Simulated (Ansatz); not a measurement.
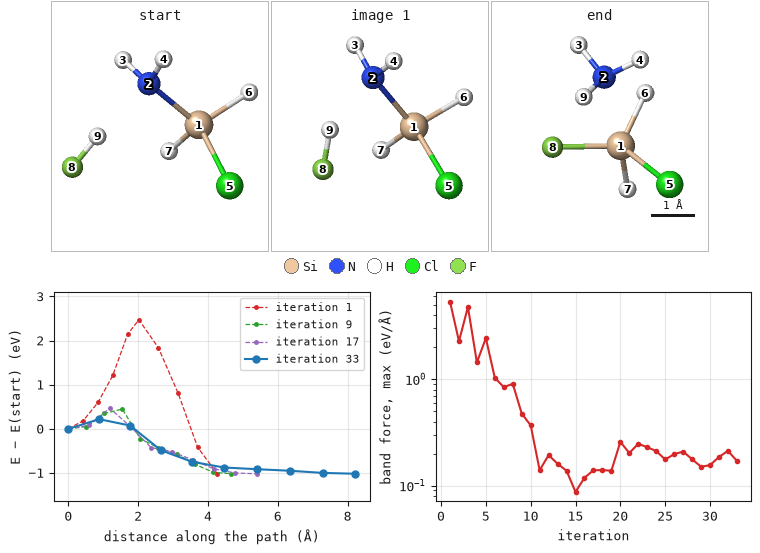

NEB run on SiNH5ClF. Images are numbered from 0 (start) to 9 (end). The plot follows the band through its iterations. A ball-and-stick model, seen at a tilt.

Level of theory: RKS B3LYP/6-31G* (Ansatz). Set-up: 8 movable images; no climbing image; force threshold 0.05 eV/Å; iteration limit 33; starting path through a guess of the saddle point.

Judge this run.

The result isn't final. The band hadn't converged when the run stopped after 33 iterations. The largest component of the band force went from 5.4 to 0.17 eV/Å. The barrier read from it is provisional, though the highest image hardly moved in the last two iterations. The first iteration put the highest image at 2.47 eV. The energy climbs by 0.22 eV to image 1 and then falls by 1.24 eV, so the end point sits at −1.02 eV.

Cost: 14 min on 1 thread of Arm Neoverse V2, with other jobs on the host, peak memory 0.17 GiB.
